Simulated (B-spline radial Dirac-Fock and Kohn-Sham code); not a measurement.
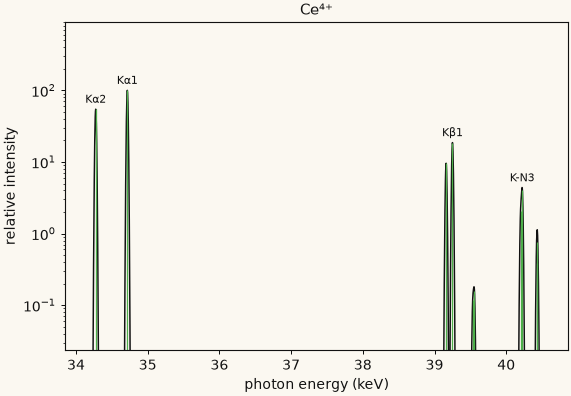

X-ray emission lines that fill a K (1s) hole, broadened by a Gaussian of 22 eV full width, on a logarithmic intensity axis. The figure is for Ce⁴⁺, configuration [Xe]. The calculation used independent-particle rates on relativistic LDA orbitals of the hole state (multipoles to L = 3), energies from Dirac–Fock ΔSCF (a radial B-spline solver).

### Which line is the strongest, where is it and what share of the photons does it carry?

K-L3 (Kα1) at 34.716 keV, 52.5 % of the radiative decays.

### What are the natural width, lifetime and fluorescence yield of the K hole?

Width 14.8 eV, lifetime 0.0444 fs, fluorescence yield 0.912.

### What multipole carries the K-M5 line?

E2; it is forbidden as an electric dipole and holds 0.083 % of the emission.

### What is the ratio of Kβ to Kα photons?

0.23 in this model, which runs about 8 % low for Kβ.
